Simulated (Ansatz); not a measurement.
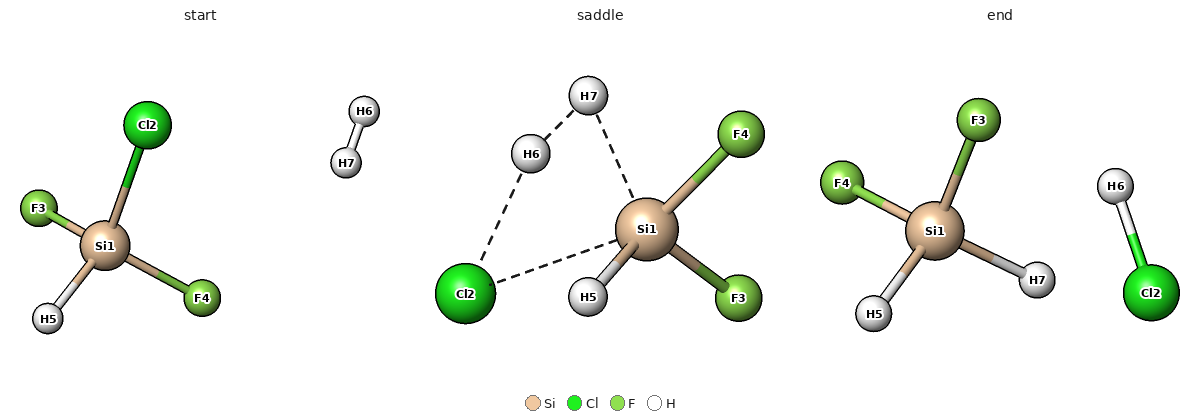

One elementary step of SiH₃ClF₂: start, first-order saddle point (changing pairs dashed) and end. Electronic energies at PBE0-D4/def2-TZVP geometries, energies in def2-TZVPP, the Ansatz code 0.2.0; cores frozen in correlated methods, no zero-point terms. Start and end are the structures at the ends of the path (complexes, where there are several molecules). Lines between the levels only guide the eye.

Q: Which bonds change in the step?

A: Si1–H7 (3.72 → 1.67 → 1.47 Å) and Cl2–H6 (4.05 → 1.65 → 1.28 Å) form; Si1–Cl2 (2.02 → 2.42 → 3.64 Å) and H6–H7 (0.75 → 0.94 → 3.44 Å) break (lengths at start, saddle and end; changes of bond order aren't listed). The imaginary mode at the saddle is 820.3i cm⁻¹ (PBE0-D4).

Q: What are the heights of saddle and end over the start, in kcal/mol? Levels: HF.

A:
| level | barrier | reverse barrier | step energy |
| --- | --- | --- | --- |
| HF | 70.0 | 53.7 | 16.3 |

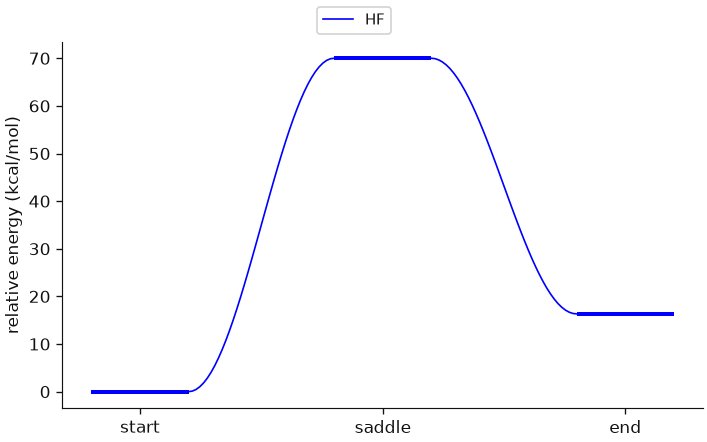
